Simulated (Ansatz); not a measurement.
A series of calculations on C₂H₆BNO

**1. Relaxation**

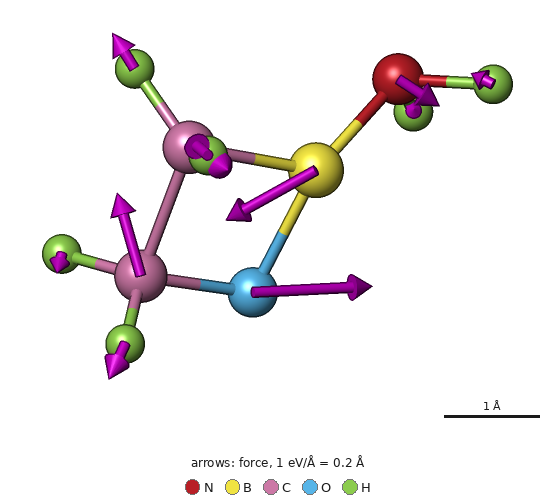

Starting geometry of C2H6BNO with the computed forces as purple arrows. A ball-and-stick model, seen from a free direction.

The run prepares an end point of a later path (torsion) calculation, from a guessed geometry.

Theory: Ansatz 0.2.0, RKS PBE0-D4/STO-3G.

Input
```yaml
crystal:
  periodic: [false, false, false]
  atoms:
    - { symbol: "N", position_ang: [-1.6439, 1.2133, 0.129] }
    - { symbol: B, position_ang: [-0.3133, 0.6267, 0.1658] }
    - { symbol: C, position_ang: [0.1348, -0.8462, 0.5453] }
    - { symbol: C, position_ang: [1.2598, -0.7145, -0.5046] }
    - { symbol: O, position_ang: [0.8264, 0.571, -0.8288] }
    - { symbol: H, position_ang: [-1.6927, 2.0555, 0.8086] }
    - { symbol: H, position_ang: [-1.7702, 1.691, -0.8246] }
    - { symbol: H, position_ang: [-0.5647, -1.6006, 0.3351] }
    - { symbol: H, position_ang: [0.6067, -0.8761, 1.6225] }
    - { symbol: H, position_ang: [2.2288, -0.77, -0.0877] }
    - { symbol: H, position_ang: [0.9936, -1.4071, -1.3401] }
basis:
  gaussian: { orbitals: STO-3G }
hamiltonian:
  xc: pbe0
  dispersion: d4
relax:
  f_tol: 0.015
  max_steps: 40
```

Run as
```bash
ansatz run input.yaml --threads 1 --pin off --max-ram 2048MiB --backend cpu --events-out ev --progress --plain --runs-dir out
```

> Is this structure relaxed? If not, where do the atoms go?

It isn't relaxed: the largest force vector, on O5, is 6.90 eV/Å. The final displacements have little in common with the starting forces (cosine between the two patterns 0.27). The energy falls by 211.2 kJ/mol in 11 geometry steps. Largest force component: 6.2 eV/Å at the start, 0.0035 eV/Å at the end. The atom that moves furthest after the best rigid fit is H6 (0.73 Å). By element the largest moves are H 0.73 Å, N 0.39 Å, O 0.33 Å, B 0.29 Å, C 0.09 Å. Some distances before and after: B2–O5 1.514 → 1.404 Å, C4–O5 1.395 → 1.489 Å, C3–H9 1.176 → 1.096 Å, N1–B2 1.455 → 1.392 Å. Bond angles that change, for instance: B2–N1–H7 108.0° → 123.8°, B2–N1–H6 109.8° → 123.2°, H6–N1–H7 101.9° → 113.0°. Cost: 17 s on 1 thread of Intel(R) Xeon(R) 6975P-C (Granite Rapids) (shared host), peak memory 0.15 GiB.

Limits of the set-up: STO-3G is a minimal basis, so the numbers are rough.

**2. Relaxation**

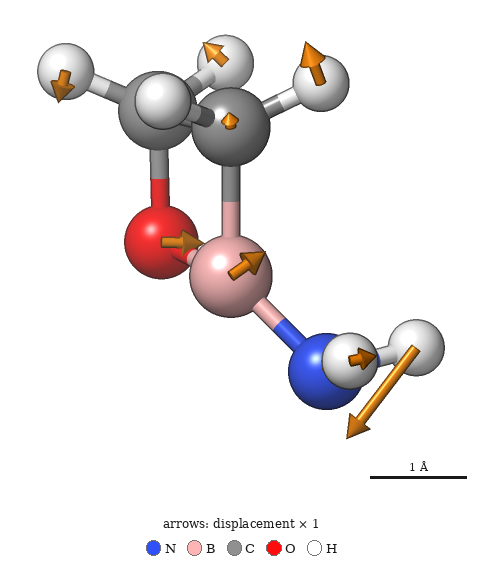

This is a relaxation of C₂H₆BNO. The starting structure is drawn; orange arrows show the displacements, at their true length. The two geometries are superimposed by the best rigid fit.

The picture is a ball-and-stick view, seen from a free direction.

The run prepares an end point of a later path (torsion) calculation, from a guessed geometry.

Level of theory: RKS PBE0-D4/STO-3G (Ansatz).

Input
```yaml
crystal:
  periodic: [false, false, false]
  atoms:
    - { symbol: "N", position_ang: [-1.6439, 1.2133, 0.129] }
    - { symbol: B, position_ang: [-0.3133, 0.6267, 0.1658] }
    - { symbol: C, position_ang: [1.09269, 1.28222, -0.16242] }
    - { symbol: C, position_ang: [1.7046, 0.38479, 0.93552] }
    - { symbol: O, position_ang: [0.44932, -0.15625, 1.21301] }
    - { symbol: H, position_ang: [-1.6927, 2.0555, 0.8086] }
    - { symbol: H, position_ang: [-1.7702, 1.691, -0.8246] }
    - { symbol: H, position_ang: [1.16843, 2.3116, 0.03053] }
    - { symbol: H, position_ang: [1.48242, 0.93226, -1.21579] }
    - { symbol: H, position_ang: [2.41744, -0.30115, 0.56513] }
    - { symbol: H, position_ang: [1.99762, 1.06557, 1.77176] }
basis:
  gaussian: { orbitals: STO-3G }
hamiltonian:
  xc: pbe0
  dispersion: d4
relax:
  f_tol: 0.015
  max_steps: 40
output:
  orbitals: {}
```

Run as
```bash
ansatz run input.yaml --threads 1 --pin off --max-ram 2048MiB --backend cpu --events-out ev --progress --plain --runs-dir out
```

> What did the optimiser do to the structure, and how much energy did it gain?

Over 11 geometry steps the energy falls by 234.9 kJ/mol. Largest force component: 6.8 eV/Å at the start, 0.0064 eV/Å at the end. The largest move after the best rigid fit is that of H6, 1.21 Å. By element the largest moves are H 1.21 Å, B 0.47 Å, O 0.47 Å, N 0.19 Å, C 0.18 Å. Near-neighbour distances that change, for instance: B2–O5 1.514 → 1.404 Å, C4–O5 1.395 → 1.489 Å, C3–H9 1.176 → 1.096 Å, N1–B2 1.455 → 1.392 Å. Among the angles between lasting bonds that change: B2–N1–H7 108.0° → 123.3°, B2–N1–H6 109.8° → 123.7°, H6–N1–H7 101.9° → 113.0°. Cost: 18 s on 1 thread of Intel(R) Xeon(R) 6975P-C (Granite Rapids), with other jobs on the host, peak memory 0.16 GiB.

Limits of the set-up: STO-3G is a minimal basis, so the numbers are rough.

**3. Path**

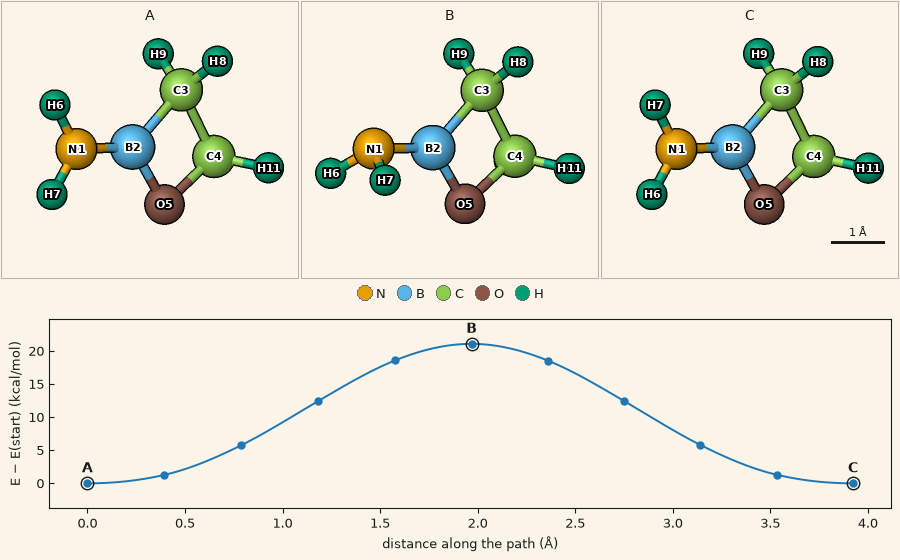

A search for the minimum-energy path of C2H6BNO by the nudged elastic band. Images are numbered from 0 (start) to 10 (end). Frames A to C are images 0, 5, 10. A ball-and-stick model, seen from a free direction.

Level of theory: Ansatz, RKS PBE0-D4/STO-3G. Set-up: 9 movable images; climbing image; force threshold 0.05 eV/Å; iteration limit 60; starting path through a guess of the saddle point.

Read off the barrier and say what moves.

Answer. The two ends have the same energy, and the highest point, image 5, lies 21.1 kcal/mol above the start. The motion is a rotation about the B–N bond by about 180°. No bond forms or breaks between the ends. Among the angles between lasting bonds that change up to the highest image: B–N–H 123.8° → 110.3°, B–N–H 123.2° → 110.2°. The band converged in 12 iterations, with a climbing image at the top.

Limits of the set-up: STO-3G is a minimal basis, so the numbers are rough.

The run took 2.1 min on 1 thread of Intel(R) Xeon(R) 6975P-C (Granite Rapids), on a shared host, peak memory 0.19 GiB.
